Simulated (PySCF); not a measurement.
```xyz
10

N    -1.7530   -0.5030    0.0732
Si   -0.8649    0.9471   -0.2322
P     1.2959   -0.0656    0.1983
H    -1.4708   -1.3372   -0.4489
H    -2.6455   -0.6427    0.4907
H    -0.6088    1.5713   -1.5272
H    -0.7912    1.8365    0.8856
H     1.8369   -0.9635   -0.7545
H     1.2236   -0.9516    1.2357
H     2.4340    0.6817    0.5455
```

Geometry: GFN2-xTB, MD frame at 250 fs, 300 K.

Computed with PBE0/pcSseg-1, SCF density, gas phase, non-relativistic (PySCF 2.14.0).

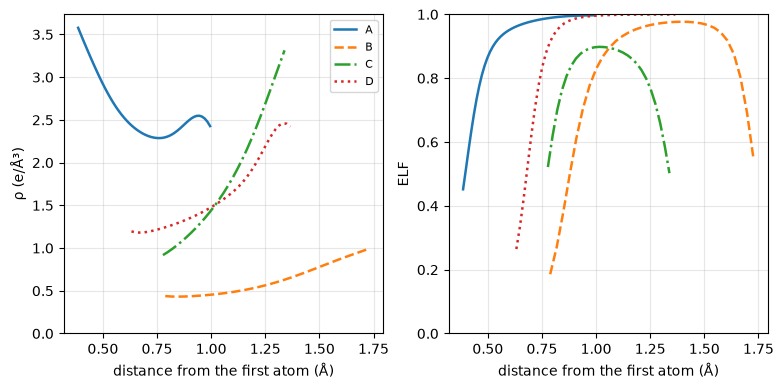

H$_{7}$NPSi (charge +1). Electron density and electron localisation function along straight lines between neighbouring atoms. The curves leave out the atomic cores.

### Which curve belongs to which contact (N–H, P–H, Si–N and Si–P)? The first atom named is at distance zero.

Curve A: N–H (1.00 Å): the density is about 2.9 e/Å³ at the midpoint; the ELF climbs to about 1 towards the hydrogen, as it does in any bond to H: an ordinary covalent bond to hydrogen. Curve B: Si–P (2.42 Å): ρ at the midpoint is about 0.54 e/Å³, with its minimum of 0.43 e/Å³ about 0.8 Å from Si; the ELF peaks at about 1 between the atoms; a shared electron pair. Curve C: Si–N (1.73 Å): ρ at the midpoint is about 1.1 e/Å³; the ELF peaks at about 0.90 between the atoms: a shared but strongly polarised pair. Curve D: P–H (1.37 Å): the density is about 1.2 e/Å³ at the midpoint; the ELF climbs to about 1 towards the hydrogen.
